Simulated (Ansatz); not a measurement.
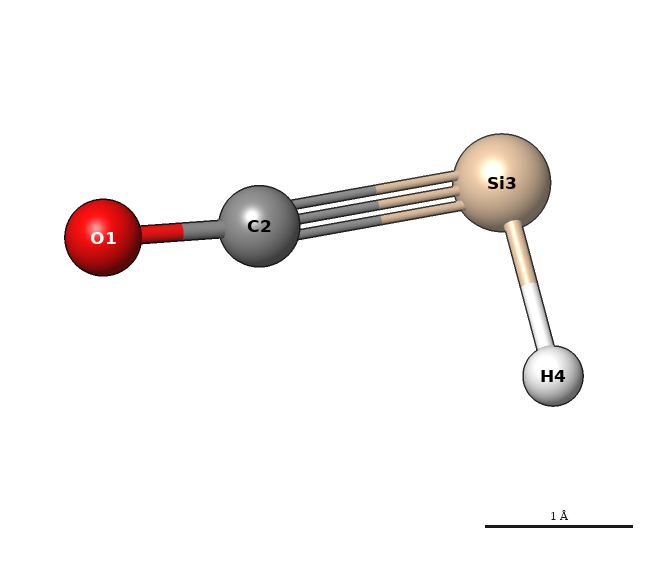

The species is neutral and a spin doublet. Computed geometry: PBE0-D4/def2-TZVP optimisation. No frequency run is at hand to confirm it as a minimum.

> What is the geometry at C2?

C2 has 2 neighbours (O1 at 1.14, Si3 at 1.84 Å); the arrangement is linear.

> How are the neighbours of atom 3 arranged?

Si3 has 2 neighbours (C2 at 1.84, H4 at 1.52 Å); the arrangement is bent.
